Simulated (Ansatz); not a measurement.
# One shape, several levels: singlet SiNH4O+

Aim: a comparison of 6 runs (HF/STO-3G, HF/6-311+G**, CAM-B3LYP/6-311+G**, wB97X/6-311+G**, RPA@PBE/6-311+G**, RPA@PBE0/6-311+G**) of singlet SiNH4O+. 

The results are computed with Ansatz 0.2.0.

53 further runs of the same task are left out: 53 set aside as unsound or not needed.

### Step 1. The structure to begin with

SiNH4O+: 7 atoms, total charge +1, spin state singlet. As SMILES of the parent species, `N[SiH]O`. The shape is that of a PBE0-D4/def2-TZVP optimisation. This is one conformer, not always the lowest. That shape belongs to the parent species and isn't relaxed for this state.

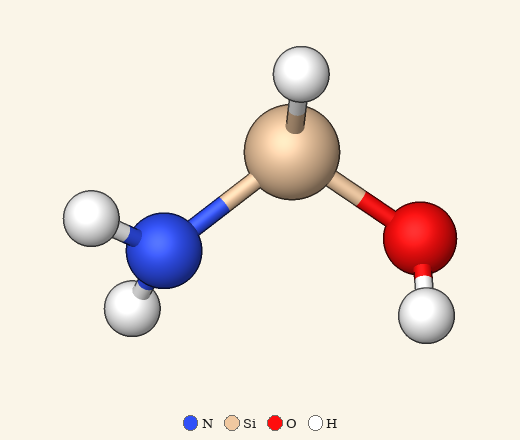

Viewed from a chosen angle; nitrogen blue, silicon light orange, oxygen red, hydrogen white.

### Step 2. The energy at HF/STO-3G (run 1)

run.yaml

```yaml
crystal:
  periodic: [false, false, false]
  atoms:
    - symbol: N
      position_ang: [-0.694900, 0.548300, -0.575200]
    - symbol: Si
      position_ang: [0.293100, 0.159000, 0.781300]
    - symbol: O
      position_ang: [1.622900, -0.672400, 0.270300]
    - symbol: H
      position_ang: [-0.355900, 1.168100, -1.294800]
    - symbol: H
      position_ang: [-1.685800, 0.673200, -0.432900]
    - symbol: H
      position_ang: [-0.599100, -0.661900, 1.664700]
    - symbol: H
      position_ang: [1.480900, -1.282400, -0.459000]
basis:
  gaussian: {orbitals: STO-3G}
total_charge: 1
hamiltonian: {xc: hf}
accuracy: high
output: {orbitals: {seedname: orbitals}}
```

The run is started by

```sh
$ ansatz run run.yaml --threads 1 --pin off --max-ram 3480MiB --events-out events.jsonl --progress --plain --runs-dir runs
```

Output:

```text
Warning: RAYON_NUM_THREADS=1 ignored (pool sized by the plan → 1); use --threads N
Functional definition: HF
  name "HF"
  exchange = exact_x
  correlation = 0
436 factors; integrals over basis functions are off by at most 3.0e-8 eV
mean field evaluation 1: about -11296.1527 eV, gradient 3.4e1 eV
mean field evaluation 2: about -11296.2035 eV, gradient 3.5e1 eV
mean field evaluation 4: about -11300.5064 eV, gradient 1.8e0 eV
mean field evaluation 8: about -11300.5300 eV, gradient 2.3e-2 eV
mean field -11300.52716983 eV, -415.2867137188 hartree, gradient 1.1e-8 eV, S^2 0.000000; 0 other end points of the search recorded, 0 dependent functions left out
reference -11300.52716983 eV, -415.2867137188 hartree; 16, 16 occupied and 7, 7 virtual orbitals, 436 factors
Total energy: -11300.52716983 eV, -415.2867137188 hartree
```

Run time: 0.12 s. Hardware: 1 thread of Intel Xeon 6975P-C (Granite Rapids), shared host.

### Step 3. A single-point energy at HF/6-311+G(d,p) (run 2)

molecule.yaml

```yaml
basis:
  gaussian: {orbitals: 6-311+G_st__st_-spherical.json}
crystal:
  periodic: [false, false, false]
  atoms:
    - {symbol: "N", position_ang: [-0.694900, 0.548300, -0.575200]}
    - {symbol: Si, position_ang: [0.293100, 0.159000, 0.781300]}
    - {symbol: O, position_ang: [1.622900, -0.672400, 0.270300]}
    - {symbol: H, position_ang: [-0.355900, 1.168100, -1.294800]}
    - {symbol: H, position_ang: [-1.685800, 0.673200, -0.432900]}
    - {symbol: H, position_ang: [-0.599100, -0.661900, 1.664700]}
    - {symbol: H, position_ang: [1.480900, -1.282400, -0.459000]}
total_charge: 1
hamiltonian: {xc: hf}
accuracy: high
output: {orbitals: {seedname: orbitals}}
```

The basis set 6-311+G** is read from a file made from the Basis Set Exchange's data (not shown).

The run is started by

```sh
$ ansatz run molecule.yaml --threads 1 --pin off --max-ram 3480MiB --events-out events.jsonl --progress --plain --runs-dir runs
```

Output:

```text
Warning: RAYON_NUM_THREADS=1 ignored (pool sized by the plan → 1); use --threads N
Functional definition: HF
  name "HF"
  exchange = exact_x
  correlation = 0
1830 factors; integrals over basis functions are off by at most 4.2e-9 eV
mean field evaluation 1: about -11429.2854 eV, gradient 7.2e1 eV
mean field evaluation 2: about -11429.2891 eV, gradient 7.2e1 eV
mean field evaluation 4: about -11438.7212 eV, gradient 3.3e0 eV
mean field evaluation 8: about -11438.7708 eV, gradient 1.2e-1 eV
mean field evaluation 16: about -11426.0643 eV, gradient 1.8e1 eV
mean field -11438.77096147 eV, -420.3670793567 hartree, gradient 5.5e-8 eV, S^2 0.000000; 0 other end points of the search recorded, 0 dependent functions left out
reference -11438.77096147 eV, -420.3670793567 hartree; 16, 16 occupied and 82, 82 virtual orbitals, 1830 factors
Total energy: -11438.77096147 eV, -420.3670793567 hartree
```

It took 1.6 s on 1 thread of Intel Xeon 6975P-C (Granite Rapids), shared host; peak memory 0.23 GiB.

### Step 4. A single-point energy at CAM-B3LYP/6-311+G(d,p) (run 3)

in.yaml

```yaml
crystal:
  periodic: [false, false, false]
  atoms:
    - {symbol: N, position_ang: [-0.694900, 0.548300, -0.575200]}
    - {symbol: Si, position_ang: [0.293100, 0.159000, 0.781300]}
    - {symbol: O, position_ang: [1.622900, -0.672400, 0.270300]}
    - {symbol: H, position_ang: [-0.355900, 1.168100, -1.294800]}
    - {symbol: H, position_ang: [-1.685800, 0.673200, -0.432900]}
    - {symbol: H, position_ang: [-0.599100, -0.661900, 1.664700]}
    - {symbol: H, position_ang: [1.480900, -1.282400, -0.459000]}
basis:
  gaussian: {orbitals: 6-311+G_st__st_-spherical.json}
total_charge: 1
hamiltonian: {xc: {name: CAM-B3LYP}}
accuracy: high
output: {orbitals: {seedname: orbitals}}
```

The basis set 6-311+G** is read from a file made from the Basis Set Exchange's data (not shown).

The run is started by

```sh
$ ansatz run in.yaml --threads 1 --pin off --max-ram 3480MiB --events-out events.jsonl --progress --plain --runs-dir runs
```

Output:

```text
Warning: RAYON_NUM_THREADS=1 ignored (pool sized by the plan → 1); use --threads N
Functional definition: CAM-B3LYP
  name "CAM-B3LYP"
  parameter alpha = 0.19
  parameter beta = 0.46
  parameter omega = 0.33/bohr
  parameter ac = 0.81
  exchange = (1 - alpha - beta)*b88_x + beta*b88_x_sr(omega) + alpha*exact_x + beta*exact_x_lr(omega)
  correlation = (1 - ac)*vwn5_c + ac*lyp_c
1830 factors; integrals over basis functions are off by at most 4.2e-9 eV
424 factors; integrals over basis functions are off by at most 1.9e-9 eV
mean field evaluation 1: about -11452.1144 eV, gradient 1.1e2 eV
mean field evaluation 2: about -11416.9865 eV, gradient 1.6e2 eV
mean field evaluation 4: about -11472.3959 eV, gradient 1.1e1 eV
mean field evaluation 8: about -11472.6075 eV, gradient 8.4e-1 eV
mean field evaluation 16: about -11472.6095 eV, gradient 1.1e-4 eV
mean field -11472.60950623 eV, -421.6106229398 hartree, gradient 1.2e-8 eV, S^2 0.000000; 0 other end points of the search recorded, 0 dependent functions left out
reference -11472.60952682 eV, -421.6106236967 hartree; 16, 16 occupied and 82, 82 virtual orbitals, 1830 factors
Total energy: -11472.60952682 eV, -421.6106236967 hartree
```

It took 4.2 s on 1 thread of Intel Xeon 6975P-C (Granite Rapids), shared host; peak memory 0.32 GiB.

Runs 4 to 5 aren't shown in full; the table further down has their settings and results.

### Step 5. A single-point energy at RPA@PBE0/6-311+G(d,p) (run 6)

molecule.yaml

```yaml
basis:
  gaussian: {orbitals: 6-311+G_st__st_-spherical.json}
crystal:
  periodic: [false, false, false]
  atoms:
    - symbol: N
      position_ang: [-0.694900, 0.548300, -0.575200]
    - symbol: Si
      position_ang: [0.293100, 0.159000, 0.781300]
    - symbol: O
      position_ang: [1.622900, -0.672400, 0.270300]
    - symbol: H
      position_ang: [-0.355900, 1.168100, -1.294800]
    - symbol: H
      position_ang: [-1.685800, 0.673200, -0.432900]
    - symbol: H
      position_ang: [-0.599100, -0.661900, 1.664700]
    - symbol: H
      position_ang: [1.480900, -1.282400, -0.459000]
total_charge: 1
hamiltonian: {xc: {name: PBE0}}
correlation: {method: rpa, frozen_orbitals: {H: 0, "N": 1, O: 1, Si: 5}}
accuracy: high
```

The basis set 6-311+G** is read from a file made from the Basis Set Exchange's data (not shown).

The run is started by

```sh
$ ansatz run molecule.yaml --threads 1 --pin off --max-ram 3480MiB --events-out events.jsonl --progress --plain --runs-dir runs
```

Output, cut to the lines that bear on the results:

```text
Warning: RAYON_NUM_THREADS=1 ignored (pool sized by the plan → 1); use --threads N
Functional definition: PBE0
  name "PBE0"
[...]
1830 factors; integrals over basis functions are off by at most 4.2e-9 eV
[...]
mean field -11466.45451967 eV, -421.3844313560 hartree, gradient 3.1e-8 eV, S^2 0.000000; 0 other end points of the search recorded, 0 dependent functions left out
7 core orbitals not correlated: weight in the atoms' cores, before any rotation towards them, 1.000 or more for the frozen orbitals, at most 0.000 for the correlated occupied ones
reference -11438.16486290 eV, -420.3448056451 hartree; 9, 9 occupied and 82, 82 virtual orbitals, 1830 factors
Total energy: -11457.01215175 eV, -421.0374307350 hartree
```

Run time: 6.3 s. Hardware: 1 thread of Intel Xeon 6975P-C (Granite Rapids), shared host; peak memory 0.39 GiB.

### Step 6. The series

```csv
run,level,frozen core orbitals,energy (Eh),HOMO energy (eV),LUMO energy (eV),HOMO–LUMO gap (eV),wall time
1,HF/STO-3G,–,-415.286714,-15.84,-4.28,11.56,0.12 s
2,HF/6-311+G**,–,-420.367079,-18.09,-6.82,11.26,1.6 s
3,CAM-B3LYP/6-311+G**,–,-421.610624,-16.32,-8.99,7.33,4.2 s
4,wB97X/6-311+G**,–,-421.610365,-17.32,-7.89,9.43,11 s
5,RPA@PBE/6-311+G**,7,-421.091505,–,–,–,5.7 s
6,RPA@PBE0/6-311+G**,7,-421.037431,–,–,–,6.3 s
```

### Step 7. What came out

```
                               quantity          value
                    run 6: total energy  -421.03743 Eh
run 6: RPA correlation energy (valence)     -692.6 mEh
```

**Reading.** Over runs 1, 2, 3, 4 the HOMO–LUMO gap runs from 7.33 eV (CAM-B3LYP/6-311+G**) to 11.56 eV (HF/STO-3G). The two ends differ in method and basis. Totals of different functionals can't be ranked against each other. In run 1 the basis is minimal, so the values are rough. All runs together took 28 s, the longest 11 s.
